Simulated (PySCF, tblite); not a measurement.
# C6H14FNSi: geometry, infrared bands and NMR shifts

Wanted: the infrared bands and NMR shifts of C6H14FNSi (`CCC[C@@H]1C[Si@@H](CF)N1`), by calculation.

Computed with tblite 0.8.0 and PySCF 2.14.0, with density-fitted response routines of our own, on a single molecule in the gas phase. Atoms are numbered from 0 throughout.

**1. Starting geometry**

23 atoms, charge 0, multiplicity 1; geometry from: force field or distance geometry start.

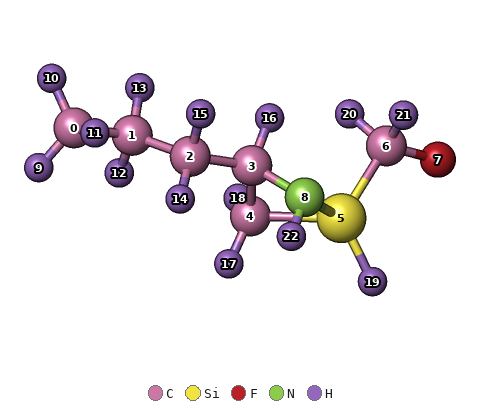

As it starts; carbon pink, silicon yellow, fluorine red, nitrogen green, hydrogen purple, atoms numbered; sticks join atoms by distance.

**2. Geometry optimisation with GFN2-xTB**

What the job is given:

```
{"job": {"kind": "relax", "xc": "GFN2-xTB", "basis": "xTB"}, "charge": 0, "multiplicity": 1}
C      3.293200     1.007900    -0.699200
C      2.083000     0.430100     0.016700
C      0.886900     0.642200    -0.852800
C     -0.388400     0.123100    -0.274400
C     -0.462800    -1.358700     0.045100
Si    -2.305000    -1.100600    -0.140500
C     -3.109300    -0.217500     1.272600
F     -4.189800    -0.838200     1.808700
N     -1.498200     0.101800    -1.203200
H      3.937000     0.190800    -1.040000
H      3.822600     1.732900    -0.052500
H      2.879000     1.557600    -1.591600
H      2.272000    -0.652500     0.185800
H      1.998000     0.922800     1.006900
H      1.033200     0.307000    -1.903500
H      0.758400     1.765600    -0.920900
H     -0.677700     0.695500     0.637000
H     -0.098100    -2.002500    -0.785700
H     -0.201100    -1.666000     1.061300
H     -3.040100    -2.148400    -0.799500
H     -2.321500    -0.054200     2.055100
H     -3.391800     0.808900     0.950900
H     -1.284300    -0.220600    -2.153600
```

Started as:

```sh
$ OMP_NUM_THREADS=1 python probes_run.py task.json out
```

One launch serves the whole session: the jobs run in the order shown.

**Question.** This job is followed by: GFN2-xTB harmonic vibrations, gas phase; GIAO PBE0/pcSseg-1 NMR shielding, non-relativistic, gas phase. What will the session give for the following? strongest single infrared mode (GFN2-xTB); zero-point energy (GFN2-xTB); 13C shifts against TMS (PBE0/pcSseg-1); 1H shifts against TMS (PBE0/pcSseg-1, means over atoms taken as alike); 29Si shifts against TMS (PBE0/pcSseg-1); 19F shifts against CFCl3 (PBE0/pcSseg-1); 15N shifts against NH3 (PBE0/pcSseg-1).

The runs gave:

```
                                                              quantity                                                                       value
                             strongest single infrared mode (GFN2-xTB)                                                       2212 cm⁻¹, 325 km/mol
                                          zero-point energy (GFN2-xTB)                                                              120.5 kcal/mol
                                13C shifts against TMS (PBE0/pcSseg-1)                                      80.6, 60.6, 50.3, 23.7, 21.4, 17.1 ppm
1H shifts against TMS (PBE0/pcSseg-1, means over atoms taken as alike)  5.92, 5.01, 4.81, 3.66, 1.84, 1.45, 1.36, 1.32, 1.16, 1.07, 1.05, 0.32 ppm
                               29Si shifts against TMS (PBE0/pcSseg-1)                                                                     6.5 ppm
                              19F shifts against CFCl3 (PBE0/pcSseg-1)                                                                  -309.2 ppm
                                15N shifts against NH3 (PBE0/pcSseg-1)                                                                    55.8 ppm
```

**Reading.** The optimisation took 142 steps and gained 1.577 eV; among the close pairs (by a distance rule), Si5–N8 changed most, from 1.796 to 1.719 Å. All 63 modes are real, so the xTB geometry is a minimum. The strongest single mode, at 2212 cm⁻¹, moves mainly H19. Unscaled tight-binding wavenumbers are off by several per cent, some by more. Its intensities can rank the bands wrongly. At PBE0/pcSseg-1: The widest tensor belongs to C6: span 113 ppm, with a paramagnetic part of -145 ppm.
